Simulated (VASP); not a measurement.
Band structure of YB (relaxed from the CsCl type structure, space group Pm-3m). These are PBEsol GGA, VASP's PBE PAW potentials (set 64) (plane waves; VASP) values and carry that method's errors.

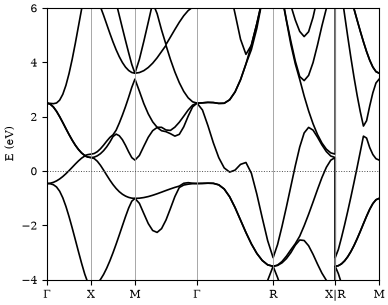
Fig. 1. Bands along high-symmetry lines, zero at the valence-band maximum or, without a gap, the Fermi level

### Question
Read the plot: is there a gap, and where are the band edges?

### Answer
It has no gap at this level: it comes out as a metal or semimetal. (Edges off the drawn lines would not show.)

The structure was generated: YB was put into the CsCl type type (Pm-3m), which need not be its known phase. It was relaxed first, which changed the volume by -29 %.
